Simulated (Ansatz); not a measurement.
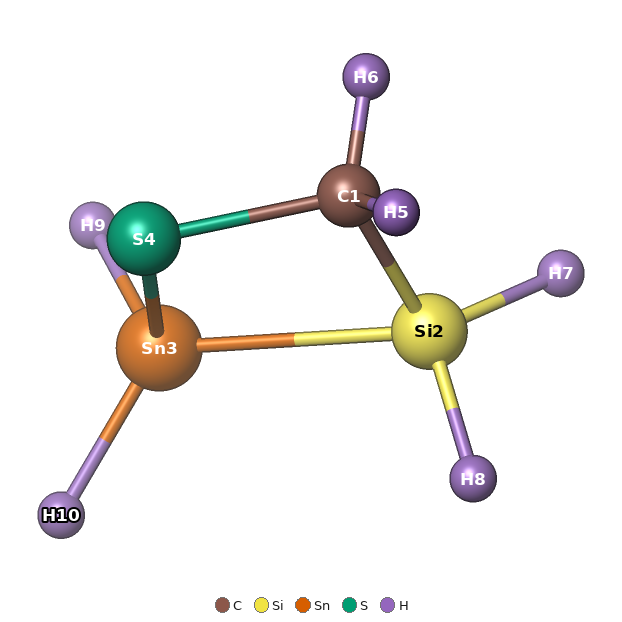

Atoms fade into the background with distance from the viewer. The computed structure is the end point of a PBE0-D4/def2-TZVP optimisation. No frequency run is at hand to confirm it as a minimum.

**How is the 4-membered ring C1–Si2–Sn3–S4 puckered?**

It is puckered (butterfly). The Cremer–Pople amplitude Q is 0.35 Å.

**Give the torsion angles round the ring, beginning with the bond from its second to its third atom.**

−16°, 17°, −22°, 22°.
